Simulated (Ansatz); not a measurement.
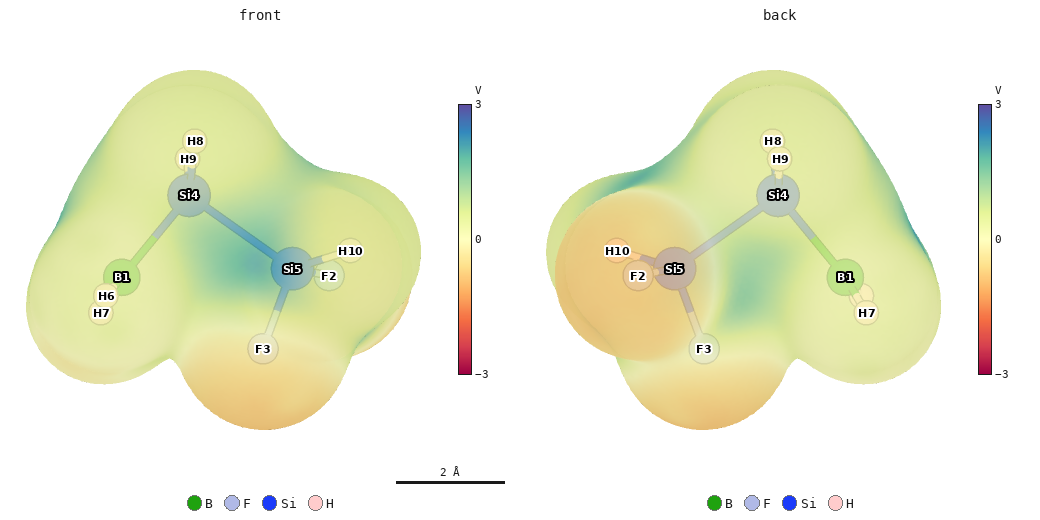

The picture shows: BF2H5Si2 (SMILES B[SiH2][SiH](F)F). The electrostatic potential painted on the density surface at 0.002 e/bohr³, seen from the front and from behind; the colour scale runs from red (negative) to blue (positive).

Geometry: r2SCAN-D4/def2-SVP.

All numbers below come from Ansatz 0.2.0, isolated molecule in a Gaussian basis; Kohn-Sham density functional theory, functional PBE0.

Input

```
crystal:
  periodic: [false, false, false]
  atoms:
    - {symbol: B, position_ang: [-0.532845, -1.569814, -1.097222]}
    - {symbol: F, position_ang: [3.370036, -3.000278, -1.707036]}
    - {symbol: F, position_ang: [1.716097, -2.864858, 0.295844]}
    - {symbol: Si, position_ang: [1.038464, -0.670998, -1.929127]}
    - {symbol: Si, position_ang: [2.605661, -1.958473, -0.729320]}
    - {symbol: H, position_ang: [-0.996477, -1.156803, -0.063506]}
    - {symbol: H, position_ang: [-0.969264, -2.592700, -1.563165]}
    - {symbol: H, position_ang: [1.258513, 0.765952, -1.578412]}
    - {symbol: H, position_ang: [1.277805, -0.897124, -3.386250]}
    - {symbol: H, position_ang: [3.635788, -1.256887, 0.080744]}
basis:
  gaussian:
    orbitals: def2-TZVPD
hamiltonian:
  xc: pbe0
output: {forces: true, orbitals: {seedname: orbitals}}
```

Command:

```sh
ansatz run input.yaml --threads 2 --pin off --max-ram 4350MiB --events-out events.jsonl --progress --plain --runs-dir runs
```

> Where is the surface potential most negative and most positive?

The most negative region (about −0.8 V) lies over F2 and F3, the most positive (about +2.0 V) over B1 and Si5.

> What dipole moment does the calculation give?

Its dipole moment is 2.01 D.
